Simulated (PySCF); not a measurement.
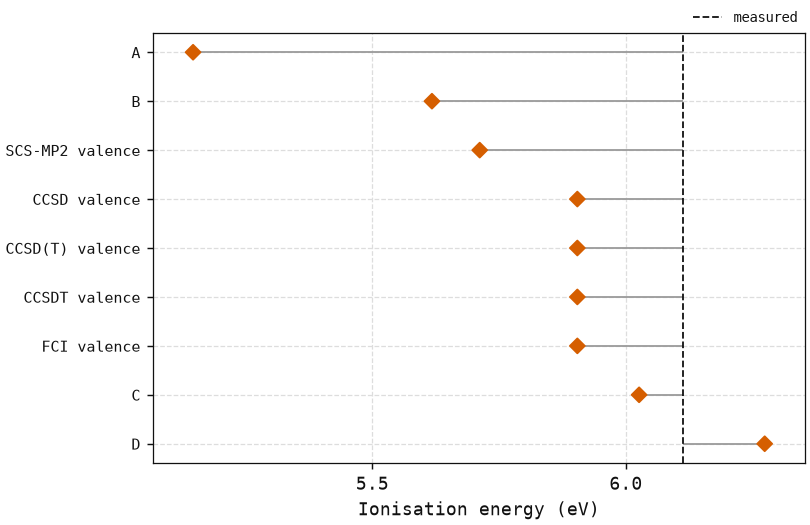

The ionisation energy of Ca ([Ar] 4s² → [Ar] 4s) by several methods, in rising order. PySCF, cc-pVDZ-X2C, spin-free X2C-1e, unrestricted single determinants, no spin-orbit coupling. Methods marked “valence” freeze 18 core electrons. The lettered entries are HF, LDA, MP2 valence and TPSS in some order.

### Which letter is which method?

A is HF (5.15 eV); B is MP2 valence (5.62 eV); C is TPSS (6.03 eV); D is LDA (6.27 eV). The values run from 5.15 eV (HF) to 6.27 eV (LDA). The measured value is 6.11 eV; nearest to it come TPSS (−0.09) and LDA (+0.16), furthest HF (−0.97 eV).
